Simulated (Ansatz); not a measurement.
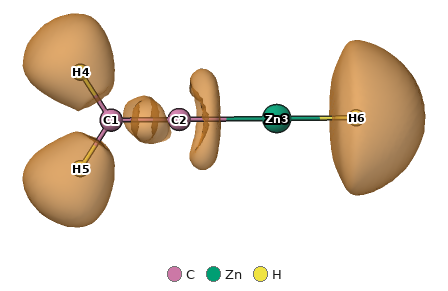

Figure 1: C₂H₃Zn (SMILES C=[C][ZnH]) (doublet). Isosurface of the ELF at 0.8 (orange), seen across its widest extent. Core shells and regions of very low density are left out.

Geometry: PBE0-D3(BJ)/def2-SVP.

Method: isolated molecule in a Gaussian basis; Kohn-Sham density functional theory, functional PBE0 in Ansatz 0.2.0.

```yaml
atoms:
  - { symbol: C, position_ang: [0.0555, -1.5598, -0.7048] }
  - { symbol: C, position_ang: [-0.4590, -0.4128, -0.3291] }
  - { symbol: Zn, position_ang: [-1.1978, 1.2310, 0.2110] }
  - { symbol: H, position_ang: [-0.0888, -2.4923, -0.1320] }
  - { symbol: H, position_ang: [0.6664, -1.6668, -1.6180] }
  - { symbol: H, position_ang: [-1.8001, 2.5716, 0.6509] }
```

**Identify the bonds, lone pairs and shells in this picture.**

At this value the surface marks out one region between bonded C–C atoms (shared pairs), three regions around hydrogen nuclei and one lobe of the valence shell of C pointing towards Zn (polar bonds). Along the contacts the grid gives the following. C–C (1.31 Å): the ELF peaks at about 0.90 between the atoms; a multiple bond. C–Zn (1.88 Å): the ELF peaks at about 0.90 in the valence shell of C, 0.7 Å from its nucleus, and is about 0.35 at the midpoint.
